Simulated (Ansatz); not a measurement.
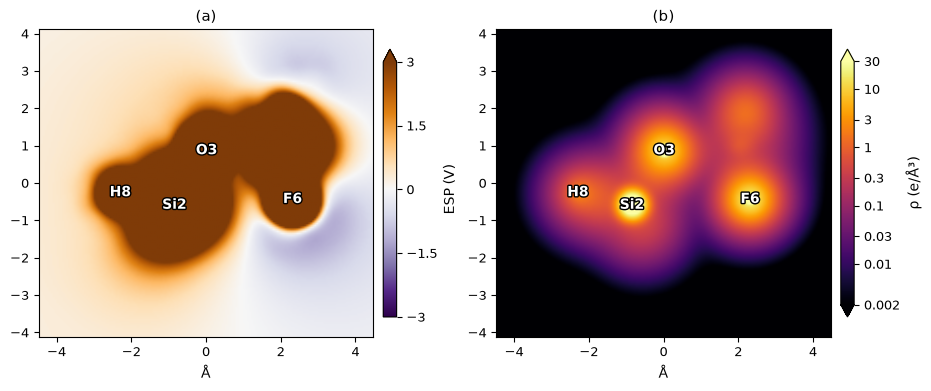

The picture shows: F2Si···H4OSi. (a) molecular electrostatic potential; (b) electron density on the plane of atoms O3, Si2 and H8.

The reactant side of a reaction path; geometry: PBE0-D4/def2-TZVP.

Level of theory: RKS PBE0-D4/def2-TZVPP (Ansatz 0.2.0).

```tsv
atom	x (Å)	y (Å)	z (Å)
Si	-1.8264	-0.2409	1.0383
Si	0.9867	-0.3759	-0.8398
O	-0.4388	0.4477	-0.4508
H	-0.3796	1.3959	-0.2823
F	-1.8484	1.3275	1.4961
F	-0.5471	-0.7514	1.9090
H	2.0298	-0.1019	0.1724
H	1.4307	0.0964	-2.1725
H	0.5932	-1.7973	-0.8703
```

Q: Read the bonding off the picture.

A:
- Atoms in the plane: Si, O, F and H.
- Si–O (1.69 Å): ρ is about 1.1 e/Å³ halfway.
- Si–H (1.48 Å): the density is about 0.84 e/Å³ at the midpoint.
- Outside the dense part of the complex the potential is most negative (−1.2 V) near F6.
